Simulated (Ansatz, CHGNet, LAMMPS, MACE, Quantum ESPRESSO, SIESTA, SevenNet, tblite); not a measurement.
## Li+ BF4- in dimethyl sulfoxide at 330 K (96 atoms): runs against a plane-wave reference

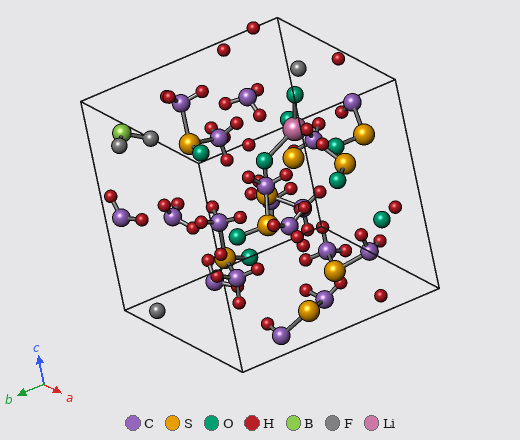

The cell (carbon purple, sulfur orange, oxygen teal, hydrogen red, boron green, fluorine grey, lithium pink). Bonds to atoms that aren't drawn are left out. Some periodic images of atoms are drawn too.

Density of this cell: 1.15 g/cm³. The cell holds 96 atoms: 18 C, 9 S, 9 O, 54 H, 1 B, 4 F and 1 Li. Its edges and angles: a = 10.470 Å, b = 10.470 Å, c = 10.470 Å, α = 90.0°, β = 90.0°, γ = 90.0°. 9 dimethyl sulfoxide, 1 Li+, 1 BF4- placed at random, at 1.15 g/cm³; overlaps pushed apart, then 10 ps at 550 K with stiff harmonic cages for PF6 and BF4 with UFF radii; Joung-Cheatham ions (J. Phys. Chem. B 112, 9020 (2008)); MMFF94 bonds, angles, torsions, charges and radii (Halgren, J. Comput. Chem. 17, 490 (1996)) in harmonic and 12-6 forms; charges of ions scaled by 0.8. Snapshot after 30 ps at 330 K and fixed volume.

Geometry: as built.

The reference, a calculation:

| Quantity | Value |
| --- | --- |
| method | Kohn-Sham DFT, PBE, SSSP efficiency 1.3.0 pseudopotentials, plane waves (Quantum ESPRESSO 7.5); sssp-pbe-1.3.0-efficiency, cutoffs 60/480 Ry, Γ point |
| r.m.s. force component | 0.7834 eV/Å |
| longest force | 3.281 eV/Å |
| pressure | 2.542 GPa |
| gap (highest filled to lowest empty level) | 3.772 eV |
| time | 4.7 min on 2 MPI ranks of Arm Neoverse N1, shared host |
| CPU time | 9.4 min |

Runs, in no order:
A. SIESTA PBE, DZ, shift 0.01 Ry, mesh 500 Ry: Kohn-Sham DFT, PBE, PseudoDojo 0.4.1 norm-conserving pseudopotentials (converted to PSML), numerical atomic orbitals (DZ), diagonalisation
B. SIESTA PBE, DZP, shift 0.02 Ry, mesh 500 Ry: Kohn-Sham DFT, PBE, PseudoDojo 0.4.1 norm-conserving pseudopotentials (converted to PSML), numerical atomic orbitals (DZP), diagonalisation
C. tblite GFN1-xTB: GFN1-xTB tight binding, diagonalisation
D. QE PBE, sssp-1.3.0-efficiency, 35/280 Ry: Kohn-Sham DFT, PBE, SSSP efficiency 1.3.0 pseudopotentials, plane waves
E. SevenNet l3i5 potential: machine-learned interatomic potential SevenNet l3i5, trained on PBE(+U) plane-wave data

**Question.** Rank the runs by how far their forces lie from the reference's, least first.

D, E, C, B, A.

```tsv
run	Δ force, r.m.s. (meV/Å)	share of r.m.s. force (%)	CPU time
D. QE PBE, sssp-1.3.0-efficiency, 35/280 Ry	16.9	2.16	4.3 min
E. SevenNet l3i5 potential	104	13.2	19 s
C. tblite GFN1-xTB	259	33.1	5.5 s
B. SIESTA PBE, DZP, shift 0.02 Ry, mesh 500 Ry	580	74.1	4.6 min
A. SIESTA PBE, DZ, shift 0.01 Ry, mesh 500 Ry	1982	253	2.6 min
```

Periodic xTB results under one method name differ between programs and library versions. Machine-learned potentials mimic data converged in k, so the reference's own k-point error enters their differences. The network of contacts between molecules at the start is that of the classical potential that made the cell, and needn't be the one that DFT or experiment would give. The electronic-structure runs sample only Γ, in a cell whose shortest periodic width is 10 Å.

[Logs are printed without paths, hosts, clocks, repeated set-up lines and the standing remarks that a program may print on its own settings, such as how far it seeks lower states.]

[Hosts, paths, dates, database ids (printed as entryN), source tags and the programs' standing remarks are cut or masked in the printed files.]

[The MMFF94 radii named for the starting cell were scaled by 0.96; in molecules described by MMFF94, hydrogen bound to N, O or S took a small fixed 12-6 site in their place.]
